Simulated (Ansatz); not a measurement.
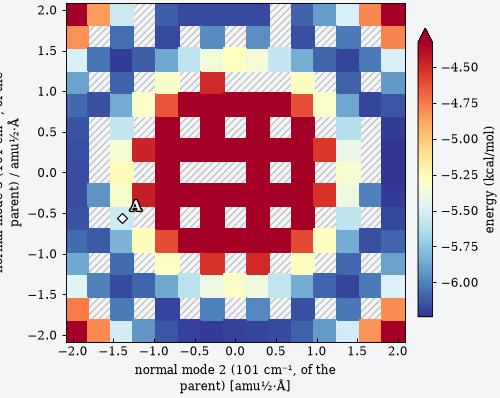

CH6MgSi, charge −1, spin multiplicity 2. 
- First axis: normal mode 2 (101 cm⁻¹, of the parent). Second axis: normal mode 3 (101 cm⁻¹, of the parent).
- Nothing is relaxed (straight displacements along the two mass-weighted modes).
- The grid has 15 × 15 points. At 55 points there is no value.
- Points are written as (first, second).
- Energies: kcal/mol, counted from the ion of charge -1 at the geometry of the relaxed parent of charge +0.
- Near the degeneracy a single determinant is a rough description.
- Theory: UHF/def2-SVPD (Ansatz 0.2.0).

In the figure: one coloured cell a grid point, one colour for all values above the top of the scale, hatched blanks where no value was computed, the point A.

Q: Is A at rest? If not, where is it pushed?

A: A, at (−1.392 amu½·Å, −0.557 amu½·Å), is not a stationary point. The computed force is 2.3 kcal/mol for each amu½·Å towards smaller values of the first coordinate and 0.94 kcal/mol for each amu½·Å towards smaller values of the second coordinate.
